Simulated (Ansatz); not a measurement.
**Cl2F2H2O2W (SMILES [OH][W]([OH])([F])([F])([Cl])[Cl]): density, localisation and related maps**

```yaml
atoms:
  - { symbol: O, position_ang: [-0.8757, -1.4429, -0.0095] }
  - { symbol: W, position_ang: [-0.0225, 0.1813, -0.1481] }
  - { symbol: O, position_ang: [1.0767, -0.1167, 1.2950] }
  - { symbol: F, position_ang: [-1.0734, 0.6085, -1.6257] }
  - { symbol: F, position_ang: [0.7522, 1.8553, -0.4085] }
  - { symbol: Cl, position_ang: [-1.6131, 1.2320, 1.1656] }
  - { symbol: Cl, position_ang: [1.5436, -0.6640, -1.6289] }
  - { symbol: H, position_ang: [-1.5648, -1.9503, -0.4424] }
  - { symbol: H, position_ang: [1.7769, 0.2970, 1.8026] }
```

Geometry: PBE0-D4/def2-TZVP; core potentials replace the inner electrons of W.

Level of theory: RKS PBE0-D4/def2-TZVPP in Ansatz.

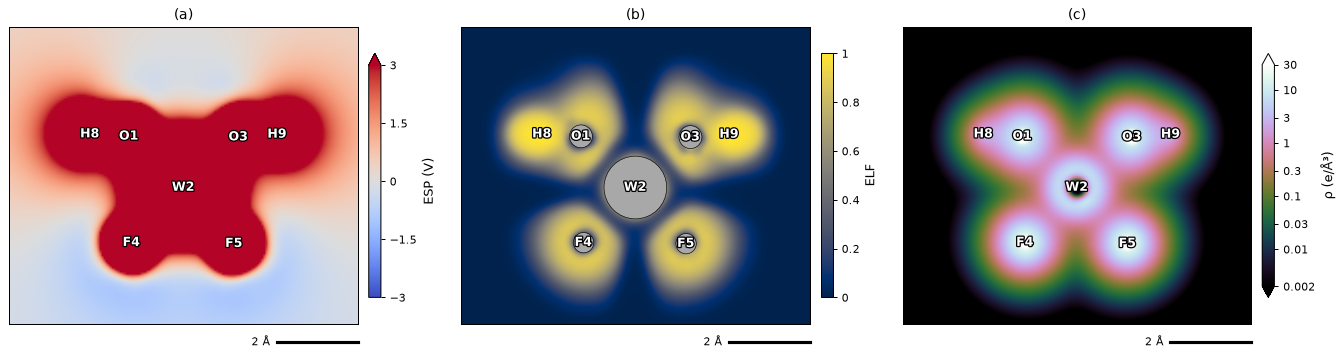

Figure 1. (a) molecular electrostatic potential; (b) ELF; (c) electron density on the plane of atoms W2, O3 and H9. Grey discs cover the atomic cores in the ELF map.

Question: Read the bonding off the picture.

Answer: The section cuts through O, W, F and H sites.
W–O (1.84 Å): ρ is about 1.2 e/Å³ halfway; the ELF peaks at about 0.85 in the valence shell of O, 0.5 Å from its nucleus, and drops to about 0.25 between the two atoms.
W–F (1.86 Å): the density is about 1.1 e/Å³ at the midpoint; the ELF peaks at about 0.85 in the valence shell of F, 0.5 Å from its nucleus, and drops to about 0.25 between the two atoms.
O–H (0.96 Å): ρ at the midpoint is about 3.8 e/Å³; the ELF climbs to about 1 towards the hydrogen, as it does in any bond to H (an ordinary covalent bond to hydrogen).
Outside the dense part of the molecule the potential is most negative (−1.0 V) near F4 and F5.

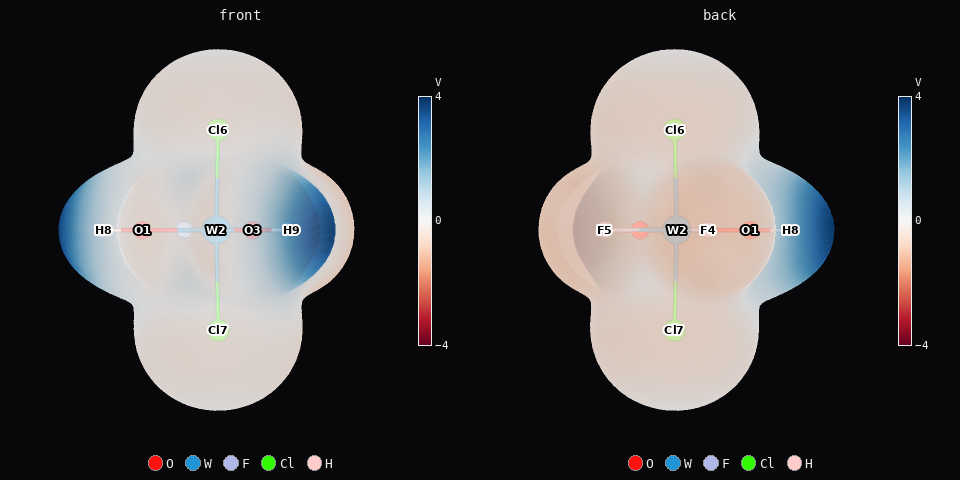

Figure 2. The molecular electrostatic potential painted on the density surface at 0.002 e/bohr³, seen from the front and from behind; the colour scale runs from red (negative) to blue (positive).

Question: Which sites attract a positive test charge, and which a negative one?

Answer: A positive charge is drawn to the negative regions and a negative charge to the positive ones. The most negative region (about −1.0 V) lies over F4 and F5, the most positive (about +3.7 V) over H8 and H9.

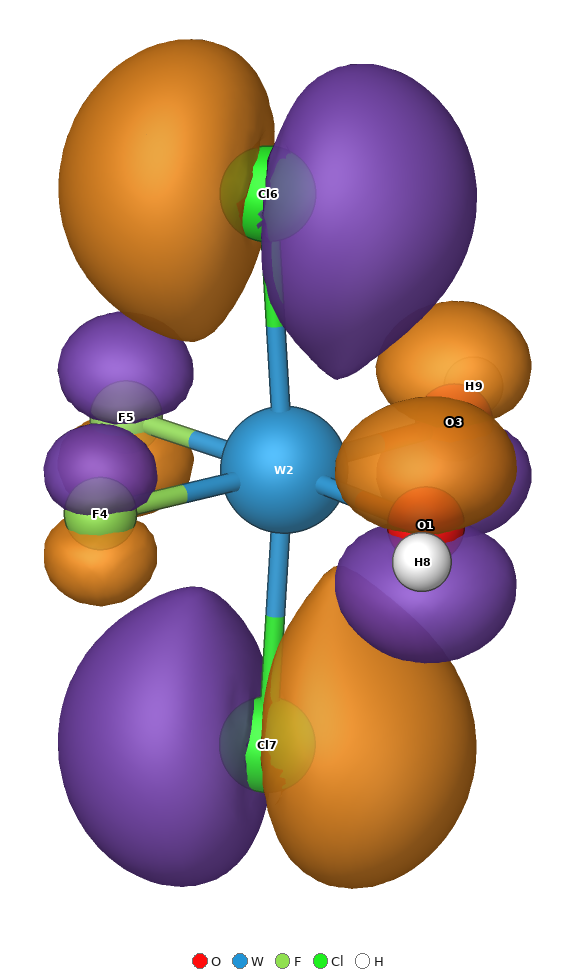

Figure 3. One frontier orbital at ±0.08 Å⁻³ᐟ² (orange and purple are the two phases), seen at an oblique angle.

Question: Which orbital is it: HOMO or LUMO?

Answer: The HOMO, at −9.14 eV. Its weight (Hirshfeld) is mainly on Cl6 (about 40 %), Cl7 (about 40 %), O1 (about 5 %) and O3 (about 5 %); largely a combination of lone pairs on Cl6, Cl7, O1 and O3.
